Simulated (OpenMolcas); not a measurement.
# triplet C5H12Si: levels of theory compared

We compute a comparison of 6 runs (UHF/3-21G, UHF/6-31G*, U-revPBE/6-31G*, UPBE/6-31G*, USVWN5/6-31G*, ROMP2/6-31G*) of triplet C5H12Si. 

The calculation is run with OpenMolcas 26.06.

1 further run of the same task is left out (set aside as unsound or not needed).

**1. Starting point**

C5H12Si: 18 atoms, total charge 0, spin state triplet. SMILES of the parent species: `C=C[Si](C)(C)C`. The shape is that of a PBE0-D4/def2-TZVP optimisation. This is one conformer, not always the lowest. That shape belongs to the parent species and isn't relaxed for this state.

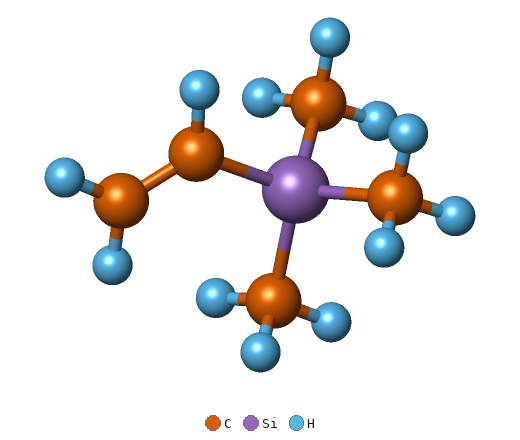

The structure, seen from a chosen angle (carbon orange, silicon purple, hydrogen blue).

**2. The energy at UHF/3-21G (run 1)**

Contents of test.input:

```
&GATEWAY
  BASLIB=$CurrDir
  COORD
  18
  bohr
  C     -4.65528362    -1.05985290     0.83357709
  C     -3.02356180     0.07834805    -0.70343165
  Si     0.47245043     0.18517426    -0.21021313
  C      1.31103529    -1.54441647     2.76141899
  C      1.49537808     3.57035405     0.02330032
  C      2.06949577    -1.32743812    -2.98905540
  H     -6.67798977    -1.07776750     0.47621098
  H     -4.04066909    -2.03440356     2.53366920
  H     -3.79644089     1.01412152    -2.37064253
  H      0.41298075    -0.69026026     4.41373882
  H      3.35435836    -1.49838274     3.06509798
  H      0.73593494    -3.52619115     2.67165700
  H      0.60832174     4.50382207     1.63786343
  H      3.54469157     3.71108196     0.24989738
  H      0.97696951     4.62293150    -1.67739650
  H      1.52606723    -3.31187731    -3.16738885
  H      1.56061142    -0.37306973    -4.74950536
  H      4.12557449    -1.24213588    -2.79881667
  BASIS=3-21G
  GROUP=NoSym

&SEWARD

&SCF
  UHF
  SPIN=3
  THRESHOLDS=1e-10 1e-07 1e-07 1e-05
  PRORBITALS=1 1
```

The basis set 3-21G is read from a file made from the Basis Set Exchange's data (not shown).

On the command line:

```
$ export MOLCAS_MEM=1860
$ pymolcas test.input > test.log
```

What it wrote:

```text
--- Start Module: gateway ---
[...]
--- Stop Module: gateway /rc=_RC_ALL_IS_WELL_ ---
--- Start Module: seward ---
[...]
      Basis functions           82
--- Stop Module: seward /rc=_RC_ALL_IS_WELL_ ---
[...]
--- Start Module: scf ---
[...]
       Convergence after  21 Iterations
[...]
::    Total SCF energy                               -482.5444254381
[...]
      Total spin, S                                     1.0062938837
[...]
      Total electronic charge=   56.000000
      Total            charge=   -0.000000
[...]
      Dipole Moment (debye):
      Origin of the operator (angstrom)=   -0.0955    0.0100   -0.0343
                   X= -5.2226E-02               Y= -8.1653E-03               Z=  3.3974E-03           Total=  5.2970E-02
      Quadrupole Moment (debye*angstrom):
[...]
--- Stop Module: scf /rc=_RC_ALL_IS_WELL_ ---
[...]
```

Wall time 7.2 s (1 thread of Arm Neoverse V1, shared host); peak memory 0.46 GiB.

**3. A single-point energy at UHF/6-31G(d) (spherical functions) (run 2)**

Contents of calc.inp:

```
&GATEWAY
BasLib=$CurrDir
Coord
18
angstrom
C       -2.463470      -0.560850       0.441110
C       -1.600000       0.041460      -0.372240
Si       0.250010       0.097990      -0.111240
C        0.693770      -0.817270       1.461280
C        0.791320       1.889350       0.012330
C        1.095130      -0.702450      -1.581740
H       -3.533840      -0.570330       0.252000
H       -2.138230      -1.076560       1.340760
H       -2.008990       0.536650      -1.254490
H        0.218540      -0.365270       2.335650
H        1.775050      -0.792910       1.621980
H        0.389440      -1.865980       1.413780
H        0.321910       2.383320       0.866720
H        1.875770       1.963820       0.132240
H        0.516990       2.446350      -0.887640
H        0.807560      -1.752570      -1.676110
H        0.825840      -0.197420      -2.513330
H        2.183160      -0.657310      -1.481070
Basis=6-31Gs
Group=NoSym
&SEWARD
&SCF
UHF
Spin=3
Thresholds=1e-10 1e-07 1e-07 1e-05
PrOrbitals=1 1
```

The basis set 6-31G* is read from a file made from the Basis Set Exchange's data (not shown).

On the command line:

```
$ export MOLCAS_MEM=1860
$ pymolcas calc.inp > calc.log
```

What it wrote:

```text
--- Start Module: gateway ---
[...]
--- Stop Module: gateway /rc=_RC_ALL_IS_WELL_ ---
--- Start Module: seward ---
[...]
      Basis functions          112
--- Stop Module: seward /rc=_RC_ALL_IS_WELL_ ---
[...]
--- Start Module: scf ---
[...]
       Convergence after  22 Iterations
[...]
::    Total SCF energy                               -485.1272502125
[...]
      Total spin, S                                     1.0063288642
[...]
      Total electronic charge=   56.000000
      Total            charge=   -0.000000
[...]
      Dipole Moment (debye):
      Origin of the operator (angstrom)=   -0.0955    0.0100   -0.0343
                   X= -8.1990E-02               Y= -3.9687E-03               Z= -8.9881E-03           Total=  8.2577E-02
      Quadrupole Moment (debye*angstrom):
[...]
--- Stop Module: scf /rc=_RC_ALL_IS_WELL_ ---
[...]
```

Wall time 21 s (1 thread of Arm Neoverse V1, shared host); peak memory 0.67 GiB.

Run 3 isn't shown in full; the table further down has it.

**4. A single-point energy at UPBE/6-31G(d) (spherical functions) (run 4)**

Contents of geom.xyz:

```xyz
18

C     -2.463470    -0.560850     0.441110
C     -1.600000     0.041460    -0.372240
Si     0.250010     0.097990    -0.111240
C      0.693770    -0.817270     1.461280
C      0.791320     1.889350     0.012330
C      1.095130    -0.702450    -1.581740
H     -3.533840    -0.570330     0.252000
H     -2.138230    -1.076560     1.340760
H     -2.008990     0.536650    -1.254490
H      0.218540    -0.365270     2.335650
H      1.775050    -0.792910     1.621980
H      0.389440    -1.865980     1.413780
H      0.321910     2.383320     0.866720
H      1.875770     1.963820     0.132240
H      0.516990     2.446350    -0.887640
H      0.807560    -1.752570    -1.676110
H      0.825840    -0.197420    -2.513330
H      2.183160    -0.657310    -1.481070
```

Contents of job.input:

```
&GATEWAY
 BasLib
 $CurrDir
 Coord
 geom.xyz
 Basis
 6-31Gs
 Group
 NoSym

&SEWARD
 GridInput
 Grid=UltraFine
 End of Grid

&SCF
 UHF
 Spin
 3
 KSDFT
 PBE
 Thresholds
 1e-10 1e-07 1e-07 1e-05
 PrOrbitals
 1 1
```

The basis set 6-31G* is read from a file made from the Basis Set Exchange's data (not shown).

On the command line:

```
$ export MOLCAS_MEM=1860
$ pymolcas job.input > job.log
```

What it wrote:

```text
--- Start Module: gateway ---
[...]
--- Stop Module: gateway /rc=_RC_ALL_IS_WELL_ ---
--- Start Module: seward ---
[...]
      Basis functions          112
--- Stop Module: seward /rc=_RC_ALL_IS_WELL_ ---
[...]
--- Start Module: scf ---
[...]
       Convergence after  23 Iterations
[...]
::    Total KS-DFT energy                            -486.6253964579
[...]
      Total spin, S                                     1.0019248716
[...]
      Total electronic charge=   56.000000
      Total            charge=   -0.000000
[...]
      Dipole Moment (debye):
      Origin of the operator (angstrom)=   -0.0955    0.0100   -0.0343
                   X=  3.3362E-01               Y=  9.5016E-02               Z= -9.1110E-02           Total=  3.5865E-01
      Quadrupole Moment (debye*angstrom):
[...]
--- Stop Module: scf /rc=_RC_ALL_IS_WELL_ ---
[...]
```

Run time: 2.4 min. Hardware: 1 thread of Arm Neoverse V1, shared host; peak memory 0.67 GiB.

Run 5 isn't shown in full; the table further down has it.

**5. The energy at ROMP2/6-31G(d) (spherical functions) (run 6)**

Contents of calc.input:

```
&GATEWAY
  BASLIB=$CurrDir
  COORD
  18
  angstrom
  C       -2.463470      -0.560850       0.441110
  C       -1.600000       0.041460      -0.372240
  Si       0.250010       0.097990      -0.111240
  C        0.693770      -0.817270       1.461280
  C        0.791320       1.889350       0.012330
  C        1.095130      -0.702450      -1.581740
  H       -3.533840      -0.570330       0.252000
  H       -2.138230      -1.076560       1.340760
  H       -2.008990       0.536650      -1.254490
  H        0.218540      -0.365270       2.335650
  H        1.775050      -0.792910       1.621980
  H        0.389440      -1.865980       1.413780
  H        0.321910       2.383320       0.866720
  H        1.875770       1.963820       0.132240
  H        0.516990       2.446350      -0.887640
  H        0.807560      -1.752570      -1.676110
  H        0.825840      -0.197420      -2.513330
  H        2.183160      -0.657310      -1.481070
  BASIS=6-31Gs
  GROUP=NoSym

&SEWARD

&SCF
  UHF
  SPIN=3
  THRESHOLDS=1e-10 1e-07 1e-07 1e-05
  PRORBITALS=1 2

&RASSCF
  FILEORB=$Project.UnaOrb
  SPIN=3
  NACTEL=2 0 0
  INACTIVE=27
  RAS2=2
  OUTORBITALS=Canonical
  ORBLISTING=Few

&CASPT2
  IPEA=0.0
  FROZEN=10
```

The basis set 6-31G* is read from a file made from the Basis Set Exchange's data (not shown).

On the command line:

```
$ export MOLCAS_MEM=1860
$ pymolcas calc.input > calc.log
```

What it wrote:

```text
--- Start Module: gateway ---
[...]
--- Stop Module: gateway /rc=_RC_ALL_IS_WELL_ ---
[...]
      Basis functions          112
[...]
       Convergence after  22 Iterations
[...]
::    Total SCF energy                               -485.1272502125
[...]
      Total spin, S                                     1.0063288642
[...]
--- Start Module: rasscf ---
[...]
      Number of active orbitals                  2
[...]
      Spin quantum number                      1.0
[...]
      Active orbitals                            2
[...]
      Number of CSFs                             1
[...]
      Number of root(s) required                 1
[...]
      Convergence after  7 iterations
[...]
      printout of CI-coefficients larger than  0.05 for root  1
      energy=    -485.119402
      conf/sym  11     Coeff  Weight
             1  uu   1.00000 1.00000
      Natural orbitals and occupation numbers for root  1
      sym 1:   1.000000   1.000000
      ************************************************************************************************************************
      *                                                    Final results                                                     *
[...]
::    RASSCF root number  1 Total energy:   -485.11940194
[...]
      Total electronic charge=   56.000000
      Total            charge=   -0.000000
[...]
      Dipole Moment (debye):
      Origin of the operator (angstrom)=   -0.0955    0.0100   -0.0343
                   X= -1.0863E-01               Y= -8.8367E-03               Z= -6.1434E-03           Total=  1.0916E-01
      Quadrupole Moment (debye*angstrom):
[...]
--- Stop Module: rasscf /rc=_RC_ALL_IS_WELL_ ---
[...]
--- Start Module: caspt2 ---
[...]
 ###    WARNING: User changed nr of frozen orbitals.                         ###
 ###############################################################################
[...]
      E2 (Variational):          -0.6929779784
      Total energy:            -485.8123799165
[...]
      Reference weight:           0.80102
[...]
::    CASPT2 Root  1     Total energy:   -485.81237992
[...]
--- Stop Module: caspt2 /rc=_RC_ALL_IS_WELL_ ---
[...]
```

It took 32 s on 1 thread of Arm Neoverse V1, shared host; peak memory 0.67 GiB.

**6. All runs side by side**

```
run                                  level  integration grid  frozen core orbitals  energy (Eh)  dipole moment (D)  HOMO energy (eV)   ⟨S²⟩  wall time
  1                              UHF/3-21G                 –                     –  -482.544425               0.05             -6.46  2.019      7.2 s
  2       UHF/6-31G* (spherical functions)                 –                     –  -485.127250               0.08             -6.41  2.019       21 s
  3  U-revPBE/6-31G* (spherical functions)         UltraFine                     –  -486.944360               0.31             -1.76  2.006    2.5 min
  4      UPBE/6-31G* (spherical functions)         UltraFine                     –  -486.625396               0.36             -1.76  2.006    2.4 min
  5    USVWN5/6-31G* (spherical functions)         UltraFine                     –  -483.992774               0.59             -1.62  2.004    1.7 min
  6     ROMP2/6-31G* (spherical functions)                 –                    10  -485.812380                  –                 –      –       32 s
```

**7. Outcome**

```
           quantity          value
run 6: total energy  -485.81238 Eh
```

Over runs 1, 2, 3, 4, 5 the dipole moment (its size) runs from 0.05 D (UHF/3-21G) to 0.59 D (USVWN5/6-31G*). The two ends differ in method and basis. The two dipoles point in opposite directions. Totals of different functionals can't be ranked against each other. All runs together took 7.6 min, the longest 2.5 min.
